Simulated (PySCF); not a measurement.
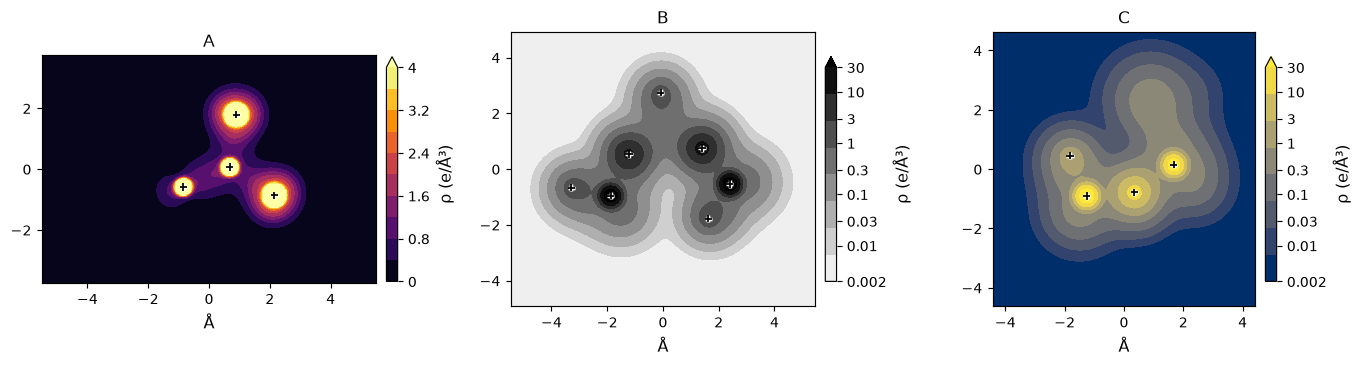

The total electron density of 3 systems, each on a plane through atoms (crosses mark nuclei in the plane).

Theory: PySCF, PBE0/def2-SVPD, SCF density, gas phase.

System 1: AsH9OSi3 (SMILES [SiH3]O[SiH2][AsH][SiH3]), the plane of atoms O2, Si1 and H7. Geometry: GFN2-xTB.

```xyz
14

Si   -2.0859    0.9851   -0.4010
O    -1.4922    0.3697    0.9659
Si   -0.5132   -0.7106    1.6963
As    0.7671   -1.7428    0.0682
Si    2.1495    0.0679   -0.3883
H    -3.5295    1.0440   -0.1972
H    -1.7214    0.0906   -1.5098
H    -1.4651    2.2990   -0.5605
H    -1.4289   -1.6368    2.3780
H     0.1766    0.1055    2.7052
H     1.7206   -2.3283    1.0826
H     3.2694   -0.3529   -1.2470
H     1.4008    1.0962   -1.1243
H     2.7514    0.7129    0.7898
```

System 2: H10O3Si4 (SMILES [SiH3]O[SiH](O[SiH3])O[SiH3]), the plane of atoms O4, Si5 and H14. Geometry: GFN2-xTB.

```yaml
atoms:
  - { symbol: Si, position_ang: [0.1721, 2.4864, -0.2810] }
  - { symbol: O, position_ang: [0.1870, 1.4816, 0.9910] }
  - { symbol: Si, position_ang: [0.1914, -0.0597, 1.4641] }
  - { symbol: O, position_ang: [-1.2153, -0.7500, 1.0840] }
  - { symbol: Si, position_ang: [-2.2771, -1.0398, -0.1060] }
  - { symbol: O, position_ang: [1.3967, -0.8507, 0.7419] }
  - { symbol: Si, position_ang: [1.9660, -1.4015, -0.6727] }
  - { symbol: H, position_ang: [-0.1846, 3.7628, 0.3328] }
  - { symbol: H, position_ang: [-0.8188, 2.0399, -1.2640] }
  - { symbol: H, position_ang: [1.5106, 2.5030, -0.8739] }
  - { symbol: H, position_ang: [0.3752, -0.1164, 2.8908] }
  - { symbol: H, position_ang: [-3.1062, -2.0964, 0.4676] }
  - { symbol: H, position_ang: [-3.0307, 0.1884, -0.3649] }
  - { symbol: H, position_ang: [-1.5733, -1.4709, -1.3171] }
  - { symbol: H, position_ang: [1.8194, -0.3772, -1.7106] }
  - { symbol: H, position_ang: [3.3646, -1.6814, -0.3591] }
  - { symbol: H, position_ang: [1.2158, -2.6060, -1.0328] }
```

System 3: CH5B3Cl2 (SMILES BCBB(Cl)Cl), the plane of atoms B3, B4 and Cl6. Geometry: GFN2-xTB.

```yaml
atoms:
  - { symbol: B, position_ang: [-1.5813, -0.3754, 0.6865] }
  - { symbol: C, position_ang: [-0.8568, 0.2797, -0.5478] }
  - { symbol: B, position_ang: [0.5711, -0.3797, -0.5994] }
  - { symbol: B, position_ang: [1.8963, 0.3384, 0.1032] }
  - { symbol: Cl, position_ang: [2.2354, 0.0798, 1.7855] }
  - { symbol: Cl, position_ang: [3.0132, 1.3605, -0.7336] }
  - { symbol: H, position_ang: [-2.0437, -1.4440, 0.5910] }
  - { symbol: H, position_ang: [-1.6555, 0.2037, 1.6983] }
  - { symbol: H, position_ang: [-0.8132, 1.3623, -0.4516] }
  - { symbol: H, position_ang: [-1.4055, 0.0131, -1.4506] }
  - { symbol: H, position_ang: [0.6454, -1.4358, -1.1075] }
```

Question: Which map belongs to which system?

Answer: Panel A is system 3, CH5B3Cl2: the plane holds B and Cl. B–B (1.66 Å): the density is about 1.1 e/Å³ at the midpoint. Panel B is system 2, H10O3Si4: the plane holds O, Si and H. Si–O (1.62 Å): the density is about 1.1 e/Å³ at the midpoint. Panel C is system 1, AsH9OSi3: the plane holds Si, O and H. Si–O (1.61 Å): ρ is about 1.1 e/Å³ halfway.
